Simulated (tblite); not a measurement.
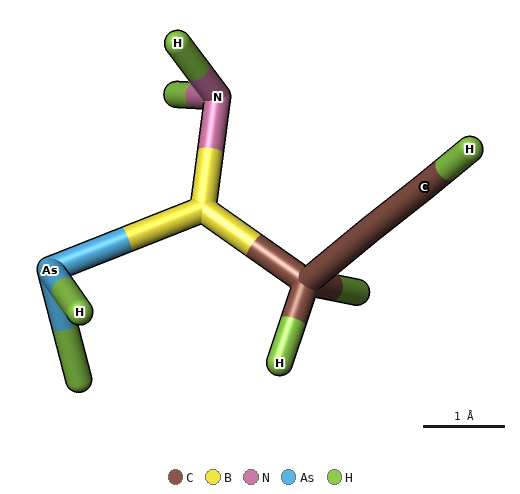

**Figure 1.** The starting structure (stick view, seen at a tilt).

# Geometry relaxation, with input and output: C3H7AsBN

- system: C3H7AsBN
- method: GFN2-xTB geometry optimisation, gas phase (tblite 0.8.0)

It belongs to a series of runs on one base structure; here: constitutional isomer.

Log:
```
step      E/eV     max force
  0    -446.22075    2.304
  1    -446.17677    6.521
  2    -446.35268    0.520
  3    -446.37168    0.374
  4    -446.39136    0.423
  5    -446.39901    0.279
  6    -446.40731    0.190
  7    -446.41204    0.206
  8    -446.41599    0.183
  9    -446.41854    0.171
 10    -446.42101    0.171
 11    -446.42363    0.154
 12    -446.42629    0.166
 13    -446.42874    0.143
 14    -446.43131    0.129
 15    -446.43393    0.134
 16    -446.43633    0.121
 17    -446.43856    0.133
 18    -446.44136    0.171
 19    -446.44774    0.263
 20    -446.45739    1.213
 21    -446.48190    0.712
 22    -446.51982    1.317
 23    -446.62000    1.722
 24    -446.67595    3.177
 25    -446.77446    2.133
 26    -446.89356    1.278
 27    -446.99983    0.903
 28    -447.16330    1.259
 29    -447.22588    0.707
 30    -447.26596    0.683
 31    -447.31381    0.736
 32    -447.37082    0.978
 33    -447.42361    0.690
 34    -447.46275    0.540
 35    -447.48009    0.469
 36    -447.48546    0.414
 37    -447.49043    0.201
 38    -447.49395    0.174
 39    -447.49782    0.151
 40    -447.50080    0.124
 41    -447.50295    0.112
 42    -447.50487    0.123
 43    -447.50690    0.129
 44    -447.50858    0.129
 45    -447.50983    0.142
 46    -447.51084    0.109
 47    -447.51165    0.067
 48    -447.51231    0.071
 49    -447.51285    0.076
 50    -447.51336    0.077
 51    -447.51392    0.076
 52    -447.51444    0.065
 53    -447.51479    0.048
 54    -447.51502    0.043
 55    -447.51528    0.040
 56    -447.51560    0.052
 57    -447.51591    0.041
 58    -447.51615    0.044
 59    -447.51635    0.044
 60    -447.51661    0.053
 61    -447.51698    0.061
 62    -447.51741    0.052
 63    -447.51779    0.053
 64    -447.51813    0.054
 65    -447.51854    0.056
 66    -447.51902    0.063
 67    -447.51941    0.051
 68    -447.51962    0.037
 69    -447.51974    0.043
 70    -447.51990    0.044
 71    -447.52012    0.053
 72    -447.52039    0.047
 73    -447.52064    0.048
 74    -447.52086    0.048
 75    -447.52107    0.041
 76    -447.52125    0.042
 77    -447.52140    0.042
 78    -447.52153    0.031
 79    -447.52165    0.035
 80    -447.52179    0.040
 81    -447.52195    0.043
 82    -447.52211    0.039
 83    -447.52226    0.031
 84    -447.52239    0.025
 85    -447.52251    0.036
 86    -447.52265    0.053
 87    -447.52285    0.065
 88    -447.52312    0.065
 89    -447.52344    0.049
 90    -447.52380    0.050
 91    -447.52432    0.066
 92    -447.52516    0.102
 93    -447.52637    0.137
 94    -447.52774    0.125
 95    -447.52901    0.077
 96    -447.52995    0.088
 97    -447.53076    0.198
 98    -447.53302    0.165
 99    -447.53904    0.143
100    -447.54373    0.288
101    -447.54684    0.252
102    -447.54923    0.218
103    -447.54897    0.728
104    -447.55097    0.146
105    -447.55166    0.181
106    -447.55353    0.088
107    -447.55569    0.281
108    -447.55819    0.260
109    -447.56386    0.153
110    -447.56698    0.329
111    -447.56989    0.223
112    -447.57249    0.089
113    -447.57439    0.430
114    -447.57736    0.107
115    -447.57947    0.082
116    -447.58056    0.184
117    -447.58123    0.105
118    -447.58157    0.095
119    -447.58214    0.090
120    -447.58258    0.062
121    -447.58301    0.085
122    -447.58333    0.046
123    -447.58368    0.056
124    -447.58405    0.041
125    -447.58439    0.048
126    -447.58466    0.042
127    -447.58491    0.052
128    -447.58509    0.053
129    -447.58526    0.049
130    -447.58539    0.035
131    -447.58548    0.016
132    -447.58553    0.016
133    -447.58556    0.014
134    -447.58559    0.014
135    -447.58563    0.020
136    -447.58569    0.028
137    -447.58578    0.037
138    -447.58595    0.046
139    -447.58621    0.051
140    -447.58651    0.054
141    -447.58680    0.069
142    -447.58715    0.094
143    -447.58769    0.119
144    -447.58864    0.130
145    -447.58998    0.097
146    -447.59094    0.157
147    -447.59119    0.235
148    -447.59325    0.081
149    -447.59374    0.104
150    -447.59464    0.119
151    -447.59551    0.080
152    -447.59656    0.095
153    -447.59683    0.108
154    -447.59762    0.091
155    -447.59805    0.046
156    -447.59847    0.041
157    -447.59946    0.141
158    -447.60006    0.046
159    -447.60053    0.058
160    -447.60094    0.152
161    -447.60178    0.053
162    -447.60249    0.039
163    -447.60356    0.070
164    -447.60425    0.072
165    -447.60525    0.080
166    -447.60560    0.135
167    -447.60607    0.051
168    -447.60646    0.041
169    -447.60664    0.027
170    -447.60680    0.021
171    -447.60685    0.018
172    -447.60691    0.016
173    -447.60695    0.017
174    -447.60698    0.021
175    -447.60700    0.021
176    -447.60701    0.013
177    -447.60702    0.007
```

Trajectory as extended XYZ (Å, eV, eV/Å), 8 of the 178 frames kept, from step=0 to step=177:
```
13
Properties=species:S:1:pos:R:3:forces:R:3 step=0 energy=-446.22075
C     2.6979   -0.2927    0.8409   -1.9970  -0.4540  -1.0560
C     1.6520   -0.5530    0.2695    2.0510   0.3580   0.9580
C     0.4128   -0.8886   -0.4011   -0.3310   0.3010  -0.2520
B    -0.6023    0.3515   -0.3217    0.4400   0.6830  -0.4100
N    -0.2383    1.6717   -0.9497   -1.1240  -0.4430   0.4380
As   -2.3990    0.1353    0.6419   -0.0900  -0.4940   0.3440
H     3.5960   -0.0516    1.3317   -0.1270  -0.0360  -0.0590
H    -0.0423   -1.7735    0.0781    0.2700   0.1090  -0.1860
H     0.6173   -1.1147   -1.4692    0.0390   0.0100   0.5290
H    -0.2757    2.3958   -0.2002    0.0120  -0.5100  -0.9000
H    -0.9982    1.8993   -1.6403    0.9450   0.0060   0.8450
H    -1.7261   -0.5644    1.8744   -0.3130   0.1170  -0.6540
H    -2.6984   -1.2146   -0.0721    0.2230   0.3540   0.4030
13
Properties=species:S:1:pos:R:3:forces:R:3 step=25 energy=-446.77446
C     2.6552   -0.2102    0.8604    0.9640   0.3520   0.5470
C     1.7198   -0.6031    0.2455   -1.3300   0.1190   0.0470
C     0.4202   -0.7914   -0.3277   -0.7400   0.2190   0.0450
B    -0.7076    0.3694   -0.2715   -0.4100   0.6430  -0.2130
N    -0.4277    1.6227   -0.8591    1.5080  -0.5320   0.9640
As   -2.6526   -0.0936    0.6883    0.6790   1.2570  -1.1780
H     3.5376    0.0645    1.3333    0.4690   0.0040   0.1630
H    -0.0719   -1.6963    0.0316    0.3550  -0.3190   0.0940
H     0.6175   -0.8969   -1.3812   -0.1570  -0.3100  -0.7370
H     0.5591    2.0114   -0.7535   -1.8820  -0.6190  -0.7900
H    -1.1112    2.1875   -1.3350    0.2090   0.3300   0.4060
H    -1.7959   -0.5721    1.7618    0.2200  -0.6010   0.5880
H    -2.7468   -1.3913   -0.0107    0.1160  -0.5430   0.0640
13
Properties=species:S:1:pos:R:3:forces:R:3 step=51 energy=-447.51392
C     2.6364   -0.1492    0.8578   -0.0030   0.0100  -0.0080
C     1.6293   -0.4462    0.2820   -0.0070  -0.0350   0.0120
C     0.3949   -0.8178   -0.3767   -0.0140  -0.0080   0.0150
B    -0.7171    0.3339   -0.2952    0.0260  -0.0050  -0.0260
N    -0.4057    1.5809   -0.8001    0.0230  -0.0470   0.0340
As   -2.5674   -0.0074    0.5079   -0.0470   0.0560  -0.0210
H     3.5273    0.0922    1.3561   -0.0100   0.0300  -0.0140
H     0.0335   -1.7445    0.0839    0.0290  -0.0180   0.0040
H     0.6275   -1.0515   -1.4217   -0.0190   0.0240  -0.0090
H     0.4972    1.8206   -1.1817   -0.0060   0.0000   0.0120
H    -1.0410    2.3631   -0.7863    0.0070   0.0320  -0.0100
H    -1.9874   -0.5583    1.7805    0.0230  -0.0120   0.0200
H    -2.6318   -1.4153   -0.0240   -0.0020  -0.0260  -0.0090
13
Properties=species:S:1:pos:R:3:forces:R:3 step=76 energy=-447.52125
C     2.6073   -0.0728    0.8041   -0.0050   0.0020   0.0140
C     1.6128   -0.4588    0.2602    0.0130   0.0090  -0.0020
C     0.3823   -0.8628   -0.3859    0.0140   0.0000   0.0070
B    -0.7164    0.3009   -0.2941   -0.0140  -0.0070   0.0020
N    -0.3477    1.5541   -0.7405   -0.0020   0.0050  -0.0110
As   -2.5880    0.0061    0.4803   -0.0110  -0.0260  -0.0310
H     3.4833    0.2367    1.2906    0.0100  -0.0060  -0.0130
H     0.0382   -1.7946    0.0755    0.0030   0.0030   0.0060
H     0.6109   -1.0870   -1.4341   -0.0300  -0.0080   0.0010
H     0.5764    1.7668   -1.0855    0.0020   0.0040   0.0100
H    -0.9501    2.3629   -0.7297    0.0010  -0.0100   0.0110
H    -2.0276   -0.5367    1.7678    0.0030   0.0000  -0.0020
H    -2.6857   -1.4144   -0.0264    0.0170   0.0340   0.0080
13
Properties=species:S:1:pos:R:3:forces:R:3 step=101 energy=-447.54684
C     2.7032    0.0055    0.5086    0.2280   0.0990   0.0420
C     1.6568   -0.4456    0.1446   -0.0820  -0.0040   0.0220
C     0.3356   -0.8852   -0.2290   -0.0690  -0.0190   0.0270
B    -0.7380    0.3027   -0.2704    0.0680  -0.0280  -0.0060
N    -0.2671    1.5785   -0.5045    0.0840  -0.1420   0.0110
As   -2.7060   -0.1083    0.0772   -0.0360   0.0530  -0.0030
H     3.6422    0.3624    0.8139   -0.0150  -0.0310  -0.0240
H     0.0189   -1.6676    0.4698    0.0140  -0.0240   0.0070
H     0.3882   -1.3529   -1.2161   -0.0070  -0.0490  -0.0830
H     0.7217    1.7581   -0.6108   -0.0250   0.0330   0.0120
H    -0.8205    2.4151   -0.5643   -0.1270   0.0630  -0.0010
H    -2.3898   -0.3733    1.5241   -0.0450   0.0430   0.0550
H    -2.5496   -1.5890   -0.1611    0.0110   0.0070  -0.0590
13
Properties=species:S:1:pos:R:3:forces:R:3 step=126 energy=-447.58466
C     2.8399    0.0144    0.1149    0.0090  -0.0190   0.0070
C     1.7374   -0.4533    0.0830   -0.0280  -0.0110  -0.0300
C     0.3691   -0.9108    0.0077    0.0090  -0.0190  -0.0260
B    -0.6995    0.2606   -0.1948   -0.0230  -0.0200   0.0160
N    -0.2585    1.5669   -0.2040   -0.0130  -0.0090   0.0070
As   -2.6815   -0.1690   -0.4314   -0.0080   0.0220   0.0110
H     3.8284    0.3619    0.1521    0.0180   0.0170   0.0130
H     0.1317   -1.4684    0.9218    0.0100   0.0080  -0.0040
H     0.2838   -1.6290   -0.8181    0.0180   0.0090   0.0190
H     0.7136    1.8086   -0.0778    0.0140   0.0110  -0.0050
H    -0.8516    2.3713   -0.3325   -0.0060   0.0140  -0.0020
H    -2.9241   -0.0966    1.0548   -0.0080   0.0140  -0.0130
H    -2.4932   -1.6562   -0.2934    0.0070  -0.0170   0.0050
13
Properties=species:S:1:pos:R:3:forces:R:3 step=152 energy=-447.59656
C     2.8653    0.0341    0.1785   -0.0270  -0.0190  -0.0290
C     1.7796   -0.4556    0.0448    0.0030   0.0270  -0.0120
C     0.4322   -0.9558   -0.1167    0.0390   0.0060  -0.0010
B    -0.6865    0.1861   -0.2033    0.0070  -0.0010   0.0040
N    -0.2975    1.5086   -0.1397   -0.0070  -0.0170  -0.0220
As   -2.6475   -0.2865   -0.4984   -0.0040  -0.0520   0.0800
H     3.8384    0.4132    0.2820   -0.0200  -0.0050   0.0190
H     0.2123   -1.6322    0.7183   -0.0120   0.0120  -0.0180
H     0.3983   -1.5699   -1.0270   -0.0200   0.0160   0.0360
H     0.6645    1.7944   -0.0306    0.0100  -0.0210   0.0130
H    -0.9327    2.2873   -0.2160   -0.0010   0.0220   0.0200
H    -3.0850    0.3129    0.8194    0.0380  -0.0250  -0.0750
H    -2.5458   -1.6361    0.1709   -0.0040   0.0570  -0.0150
13
Properties=species:S:1:pos:R:3:forces:R:3 step=177 energy=-447.60702
C     2.8802    0.0654    0.1437    0.0070   0.0020   0.0010
C     1.8120   -0.4558   -0.0057   -0.0020   0.0000   0.0000
C     0.4828   -0.9951   -0.1775   -0.0040   0.0060  -0.0010
B    -0.6740    0.1113   -0.1969   -0.0050  -0.0030   0.0030
N    -0.3302    1.4346   -0.0195    0.0000   0.0010  -0.0020
As   -2.5941   -0.4504   -0.5653    0.0020   0.0020   0.0000
H     3.8374    0.4751    0.2708    0.0040   0.0020   0.0000
H     0.2931   -1.7142    0.6283   -0.0040  -0.0030   0.0040
H     0.4564   -1.5692   -1.1121    0.0000  -0.0030  -0.0050
H     0.6233    1.7330    0.1271    0.0040   0.0010  -0.0010
H    -0.9870    2.1995   -0.0281   -0.0010  -0.0050   0.0010
H    -3.1827    0.5987    0.3431   -0.0010  -0.0030   0.0000
H    -2.6216   -1.4325    0.5745   -0.0020   0.0020   0.0000
```

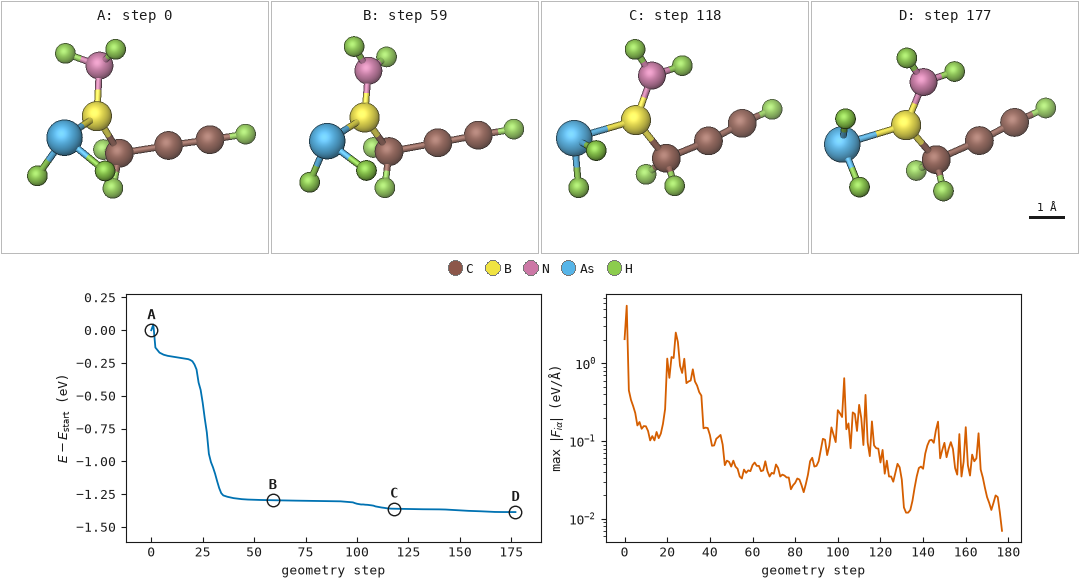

**Figure 2.** Frames of the relaxation (ball-and-stick view, seen at a tilt) above the curves, on which the letters mark them (steps are counted from 0).

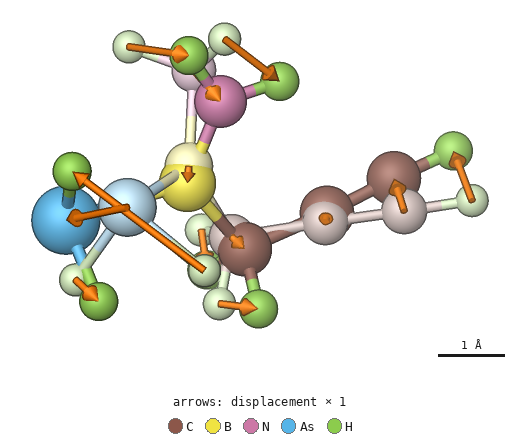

**Figure 3.** Start (faint) and end (solid) with the displacements as orange arrows, at true length (ball-and-stick view, seen at a tilt). The two geometries are laid on each other by the best rigid fit. The atom that moves furthest after the best rigid fit is H12 (2.53 Å). Largest moves by element: H 2.53 Å, As 1.43 Å, N 0.90 Å, C 0.70 Å, B 0.27 Å. Distances before and after: B4–N5 1.507 → 1.379 Å, As6–H12 1.569 → 1.507 Å, As6–H13 1.556 → 1.505 Å, N5–H11 1.052 → 1.008 Å. Among the angles that change: B4–N5–H11 106.8° → 124.4°, B4–N5–H10 107.5° → 122.5°, H10–N5–H11 107.2° → 113.1°. The energy falls by 1.386 eV in 177 geometry steps. Largest force component: 2.1 eV/Å at the start, 0.007 eV/Å at the end. (Atoms are counted from 1 in the order of the input.)

The run was set up as follows.

The input:
```
{"job": {"kind": "relax", "xc": "GFN2-xTB", "basis": "xTB"}, "charge": 0, "multiplicity": 1}
C      2.697900    -0.292700     0.840900
C      1.652000    -0.553000     0.269500
C      0.412800    -0.888600    -0.401100
B     -0.602300     0.351500    -0.321700
N     -0.238300     1.671700    -0.949700
As    -2.399000     0.135300     0.641900
H      3.596000    -0.051600     1.331700
H     -0.042300    -1.773500     0.078100
H      0.617300    -1.114700    -1.469200
H     -0.275700     2.395800    -0.200200
H     -0.998200     1.899300    -1.640300
H     -1.726100    -0.564400     1.874400
H     -2.698400    -1.214600    -0.072100
```

The first line tells a small driver script what to run in tblite; the rest is the geometry in Å.

Launch command:
```bash
OMP_NUM_THREADS=1 python <driver script> task.json out
```

Key numbers:

- outcome: converged
- total energy: −447.6070 eV
- hardware: 1 CPU thread, shared host
- wall time: 2.6 s
- peak memory: 0.18 GiB
